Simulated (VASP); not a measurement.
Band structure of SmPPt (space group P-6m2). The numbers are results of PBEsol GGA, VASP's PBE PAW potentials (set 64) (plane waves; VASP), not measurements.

The 4f electrons are frozen in the core of the lanthanide potential, so 4f levels, which can set the real gap, and their magnetism are missing.  Unless said otherwise, spin-orbit coupling is left out, though it shifts the bands of the heavy elements here.

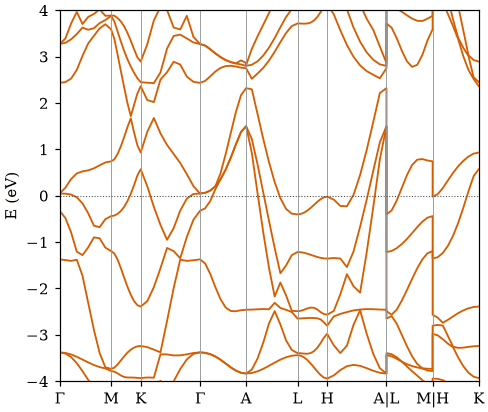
*Bands along high-symmetry lines, zero at the valence-band maximum or, without a gap, the Fermi level*

Read the plot: is there a gap, and where are the band edges?

It has no gap at this level: it comes out as a metal or semimetal. (Edges off the drawn lines would not show.)

The structure comes from a computed database's SmPPt entry (P-6m2); how it stands against other phases isn't given here. It was relaxed first.
